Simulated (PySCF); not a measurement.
Geometry relaxation, with input and output: CH₈NOSi (charge +1)

- system: CH₈NOSi, charge +1, SMILES C[SiH]([NH3+])O
- method: PBE0-D3(BJ)/def2-SVPD geometry optimisation, gas phase (PySCF 2.14.0)

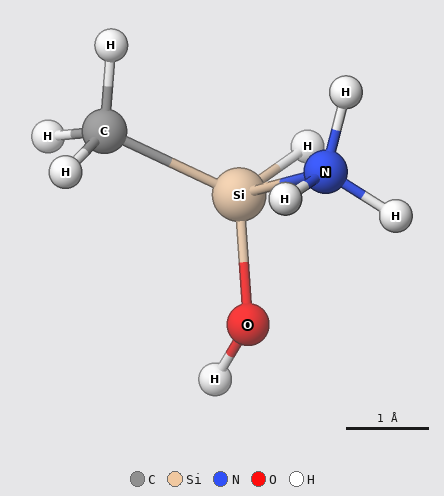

Fig. 1: The starting structure (ball-and-stick view, seen at a tilt).

The input:
```
{"job": {"xc": "PBE0", "basis": "def2-SVPD", "d3": "d3bj", "grid": 2, "kind": "geom"}, "charge": 1, "multiplicity": 1}
C      1.575563    -0.324212     0.224549
Si     0.039032     0.610415    -0.321148
N     -1.334847    -0.733831    -0.321740
O     -0.709001     1.500763     0.780806
H      1.821468    -1.151707    -0.435751
H      1.472348    -0.722841     1.233814
H      2.445242     0.327903     0.234234
H     -0.059293     1.125934    -1.672781
H     -1.354596    -1.226914     0.571818
H     -2.246400    -0.288975    -0.435818
H     -1.222754    -1.424697    -1.062030
H     -0.426762     2.308164     1.204046
```

The first line tells a small driver script what to run in PySCF; the rest is the geometry in Å.

Hardware: 1 CPU thread, shared host.

Command:
```bash
OMP_NUM_THREADS=1 python <driver script> task.json out
```

The program's output:
```
step   0  E = -461.71341839  max force = 0.031573
step   1  E = -461.71453431  max force = 0.017933
step   2  E = -461.71605707  max force = 0.007910
step   3  E = -461.71642618  max force = 0.002096
step   4  E = -461.71653105  max force = 0.000605
step   5  E = -461.71654543  max force = 0.000568
step   6  E = -461.71656455  max force = 0.000441
step   7  E = -461.71657550  max force = 0.000456
step   8  E = -461.71659242  max force = 0.000365
step   9  E = -461.71660220  max force = 0.000228
optimisation converged
```

Trajectory as extended XYZ (Å, eV, eV/Å), 10 frames, from step=0 to step=9:
```
12
Properties=species:S:1:pos:R:3:forces:R:3 step=0 energy=-12563.86206
C     1.5756   -0.3242    0.2245   -0.7251   0.5284  -0.2758
Si    0.0390    0.6104   -0.3211    0.9064  -1.6236   0.1211
N    -1.3349   -0.7338   -0.3217    0.3479   0.2872  -0.1016
O    -0.7090    1.5008    0.7808   -0.6432   0.6632   0.8684
H     1.8215   -1.1517   -0.4358    0.0260  -0.3296  -0.4079
H     1.4724   -0.7228    1.2338   -0.1842  -0.0666   0.3521
H     2.4452    0.3279    0.2342    0.3453   0.3607  -0.0357
H    -0.0593    1.1259   -1.6728    0.0985   0.1727  -0.5884
H    -1.3546   -1.2269    0.5718   -0.0196  -0.0905   0.1083
H    -2.2464   -0.2890   -0.4358   -0.1701   0.0306  -0.0367
H    -1.2228   -1.4247   -1.0620   -0.0652  -0.1808  -0.1094
H    -0.4268    2.3082    1.2041    0.0834   0.2483   0.1055
12
Properties=species:S:1:pos:R:3:forces:R:3 step=1 energy=-12563.89242
C     1.6302    0.1874   -0.0360   -0.1654  -0.5377   0.2970
Si   -0.1767    0.4678   -0.2876    0.7637   0.9222  -0.3291
N    -1.1599   -1.1130   -0.0766   -0.1646  -0.2007   0.0660
O    -0.9685    1.3030    0.8822   -0.1524  -0.2018   0.0064
H     2.0122   -0.5702   -0.7396   -0.0005   0.0180   0.0021
H     1.8068   -0.1720    0.9903    0.1295  -0.0211  -0.0182
H     2.2420    1.0905   -0.1758   -0.2174   0.1276  -0.0663
H    -0.4880    0.8657   -1.6801   -0.2438  -0.0847   0.0099
H    -0.9987   -1.5563    0.8339   -0.0064  -0.0158   0.0043
H    -2.1571   -0.8669   -0.1067    0.0115  -0.0428   0.0300
H    -1.0038   -1.8214   -0.8005    0.0384   0.0168   0.0117
H    -0.7408    2.1820    1.1937    0.0074   0.0201  -0.0140
12
Properties=species:S:1:pos:R:3:forces:R:3 step=2 energy=-12563.93386
C     1.6342    0.1449   -0.0360   -0.0410  -0.1490   0.3400
Si   -0.1497    0.5157   -0.2770    0.0612   0.1420  -0.4067
N    -1.1295   -1.0858   -0.0667   -0.1228  -0.1983   0.0063
O    -1.0221    1.3059    0.8654    0.1259   0.0408   0.1242
H     1.9874   -0.6053   -0.7615   -0.0572   0.0458  -0.0440
H     1.8382   -0.2308    0.9798    0.0461   0.0320  -0.0392
H     2.2377    1.0519   -0.1844   -0.0063   0.0536  -0.0259
H    -0.5030    0.8857   -1.6686   -0.0440   0.0082   0.0313
H    -0.9651   -1.5299    0.8432    0.0092   0.0115  -0.0280
H    -2.1301   -0.8567   -0.0967    0.0332  -0.0214   0.0086
H    -0.9585   -1.7902   -0.7905    0.0138   0.0049   0.0255
H    -0.8420    2.1915    1.1901   -0.0182   0.0299   0.0078
12
Properties=species:S:1:pos:R:3:forces:R:3 step=3 energy=-12563.94390
C     1.6146    0.1466   -0.0141    0.0458  -0.0758  -0.0338
Si   -0.1557    0.5222   -0.3109   -0.0602  -0.0589   0.1078
N    -1.1317   -1.0988   -0.0798   -0.0524   0.0192  -0.0055
O    -0.9709    1.3161    0.8722   -0.0191   0.0345  -0.0091
H     1.9786   -0.5988   -0.7383    0.0533   0.0300  -0.0285
H     1.8201   -0.2181    1.0042   -0.0680   0.0404  -0.0297
H     2.1995    1.0660   -0.1687    0.0645  -0.0015  -0.0120
H    -0.5435    0.8886   -1.6940    0.0324   0.0074   0.0378
H    -0.9496   -1.5373    0.8287    0.0315   0.0309  -0.0048
H    -2.1347   -0.8835   -0.0961   -0.0029  -0.0211  -0.0082
H    -0.9598   -1.8047   -0.8012    0.0015   0.0039   0.0006
H    -0.7691    2.1983    1.1951   -0.0265  -0.0089  -0.0146
12
Properties=species:S:1:pos:R:3:forces:R:3 step=4 energy=-12563.94676
C     1.6207    0.1435   -0.0200   -0.0048  -0.0299   0.0003
Si   -0.1551    0.5215   -0.3017   -0.0110  -0.0040   0.0061
N    -1.1331   -1.0972   -0.0767   -0.0287   0.0107  -0.0017
O    -0.9838    1.3175    0.8710    0.0311  -0.0075   0.0096
H     1.9845   -0.5980   -0.7486    0.0075   0.0157  -0.0114
H     1.8207   -0.2246    0.9969   -0.0131   0.0075   0.0041
H     2.2146    1.0589   -0.1700    0.0067  -0.0021  -0.0005
H    -0.5336    0.8930   -1.6841    0.0042   0.0070   0.0016
H    -0.9495   -1.5338    0.8322    0.0143   0.0086   0.0019
H    -2.1365   -0.8840   -0.0948    0.0017  -0.0093  -0.0009
H    -0.9591   -1.8028   -0.7978    0.0088   0.0007   0.0019
H    -0.7920    2.2029    1.1906   -0.0167   0.0026  -0.0110
12
Properties=species:S:1:pos:R:3:forces:R:3 step=5 energy=-12563.94715
C     1.6199    0.1410   -0.0209   -0.0036  -0.0114  -0.0061
Si   -0.1554    0.5223   -0.3019   -0.0122   0.0038  -0.0062
N    -1.1327   -1.0965   -0.0761   -0.0117   0.0102  -0.0033
O    -0.9833    1.3178    0.8714    0.0292  -0.0112   0.0157
H     1.9851   -0.5968   -0.7525    0.0007   0.0055  -0.0020
H     1.8160   -0.2294    0.9957   -0.0006  -0.0021   0.0046
H     2.2159    1.0559   -0.1669   -0.0017  -0.0009   0.0057
H    -0.5334    0.8970   -1.6833    0.0018   0.0043  -0.0030
H    -0.9448   -1.5304    0.8332    0.0050   0.0025   0.0024
H    -2.1368   -0.8871   -0.0931    0.0008  -0.0052   0.0004
H    -0.9564   -1.8024   -0.7963    0.0058  -0.0019   0.0023
H    -0.7966    2.2054    1.1877   -0.0136   0.0065  -0.0104
12
Properties=species:S:1:pos:R:3:forces:R:3 step=6 energy=-12563.94767
C     1.6175    0.1358   -0.0226   -0.0013   0.0175  -0.0149
Si   -0.1562    0.5246   -0.3034   -0.0090   0.0094  -0.0131
N    -1.1312   -1.0949   -0.0749    0.0150   0.0051  -0.0036
O    -0.9796    1.3184    0.8737    0.0192  -0.0114   0.0227
H     1.9858   -0.5940   -0.7606   -0.0063  -0.0096   0.0083
H     1.8068   -0.2422    0.9926    0.0110  -0.0130   0.0001
H     2.2168    1.0504   -0.1576   -0.0086   0.0013   0.0117
H    -0.5347    0.9058   -1.6829    0.0007  -0.0014  -0.0044
H    -0.9347   -1.5231    0.8353   -0.0097  -0.0045   0.0022
H    -2.1369   -0.8941   -0.0894   -0.0015   0.0021   0.0000
H    -0.9499   -1.8021   -0.7926   -0.0012  -0.0038   0.0021
H    -0.8060    2.2120    1.1796   -0.0083   0.0081  -0.0112
12
Properties=species:S:1:pos:R:3:forces:R:3 step=7 energy=-12563.94797
C     1.6163    0.1327   -0.0240    0.0010   0.0235  -0.0118
Si   -0.1566    0.5262   -0.3040   -0.0043   0.0085  -0.0121
N    -1.1298   -1.0939   -0.0739    0.0210  -0.0012  -0.0013
O    -0.9760    1.3183    0.8767    0.0110  -0.0094   0.0231
H     1.9860   -0.5915   -0.7667   -0.0069  -0.0116   0.0079
H     1.8025   -0.2528    0.9890    0.0112  -0.0136  -0.0027
H     2.2169    1.0478   -0.1496   -0.0076   0.0018   0.0099
H    -0.5359    0.9112   -1.6823   -0.0003  -0.0034  -0.0033
H    -0.9301   -1.5188    0.8372   -0.0139  -0.0052   0.0016
H    -2.1362   -0.8978   -0.0877   -0.0019   0.0056  -0.0017
H    -0.9455   -1.8024   -0.7895   -0.0040  -0.0029   0.0014
H    -0.8139    2.2176    1.1721   -0.0053   0.0080  -0.0107
12
Properties=species:S:1:pos:R:3:forces:R:3 step=8 energy=-12563.94843
C     1.6156    0.1285   -0.0270    0.0031   0.0181   0.0014
Si   -0.1563    0.5285   -0.3036    0.0056   0.0029  -0.0079
N    -1.1271   -1.0924   -0.0715    0.0181  -0.0106   0.0033
O    -0.9685    1.3173    0.8839   -0.0016  -0.0037   0.0188
H     1.9863   -0.5855   -0.7787   -0.0045  -0.0068   0.0012
H     1.7988   -0.2733    0.9805    0.0057  -0.0081  -0.0058
H     2.2175    1.0448   -0.1345   -0.0028   0.0015   0.0019
H    -0.5377    0.9188   -1.6799   -0.0025  -0.0040  -0.0002
H    -0.9267   -1.5128    0.8417   -0.0140  -0.0033   0.0005
H    -2.1345   -0.9013   -0.0869   -0.0016   0.0088  -0.0051
H    -0.9387   -1.8037   -0.7833   -0.0050  -0.0007  -0.0001
H    -0.8311    2.2279    1.1563   -0.0005   0.0060  -0.0080
12
Properties=species:S:1:pos:R:3:forces:R:3 step=9 energy=-12563.94869
C     1.6168    0.1268   -0.0289    0.0026   0.0039   0.0100
Si   -0.1551    0.5291   -0.3014    0.0099  -0.0024  -0.0032
N    -1.1258   -1.0920   -0.0694    0.0067  -0.0117   0.0054
O    -0.9633    1.3160    0.8901   -0.0060   0.0001   0.0110
H     1.9869   -0.5800   -0.7878   -0.0011   0.0008  -0.0042
H     1.8006   -0.2872    0.9737   -0.0002  -0.0010  -0.0053
H     2.2186    1.0445   -0.1248    0.0007   0.0007  -0.0041
H    -0.5386    0.9215   -1.6767   -0.0036  -0.0018   0.0016
H    -0.9300   -1.5105    0.8457   -0.0086   0.0001  -0.0004
H    -2.1331   -0.9006   -0.0891    0.0000   0.0070  -0.0062
H    -0.9352   -1.8054   -0.7785   -0.0022   0.0011  -0.0002
H    -0.8444    2.2345    1.1441    0.0019   0.0031  -0.0043
```

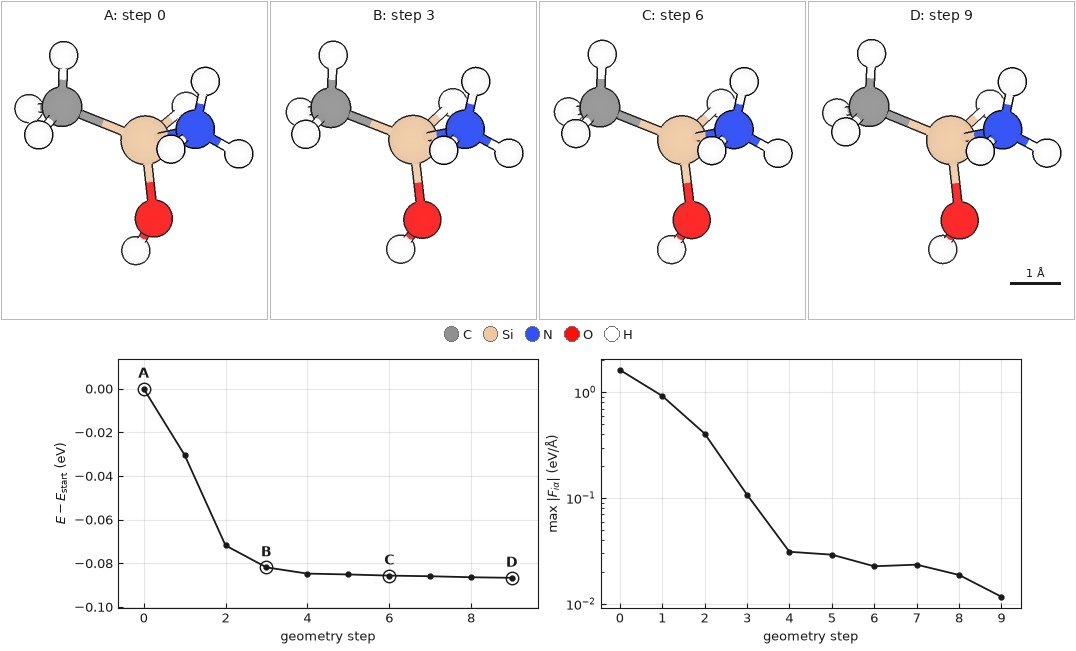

Fig. 2: Frames of the relaxation (ball-and-stick view, seen at a tilt) above the curves, on which the letters mark them (steps are counted from 0).

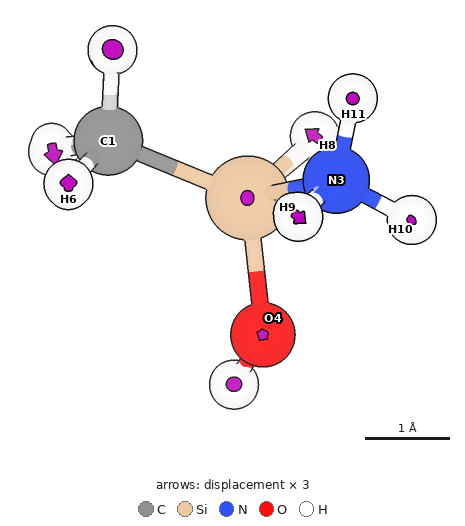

Fig. 3: Start (faint) and end (solid) with the displacements as pink arrows, magnified 3 times (ball-and-stick view, seen at a tilt). The two geometries are laid on each other by the best rigid fit. Over 9 geometry steps the energy falls by 0.087 eV. The largest force component goes from 1.6 to 0.012 eV/Å. H5 moves most after the best rigid fit: 0.12 Å. Largest moves by element: H 0.12 Å, Si 0.06 Å, O 0.05 Å, N 0.02 Å, C 0.01 Å. Among the contacts that change: C1–Si2 1.879 → 1.837 Å, Si2–O4 1.602 → 1.641 Å, Si2–H8 1.450 → 1.481 Å, Si2–N3 1.922 → 1.904 Å. Among the angles that change: C1–Si2–H8 120.2° → 116.5°, Si2–O4–H12 129.6° → 126.1°, C1–Si2–N3 103.7° → 106.7°. (Atoms are counted from 1 in the order of the input.)

Summary:

- outcome: converged
- total energy: −461.716602 hartree
- point group: C1
- wall time: 2.3 min
- peak memory: 0.62 GiB
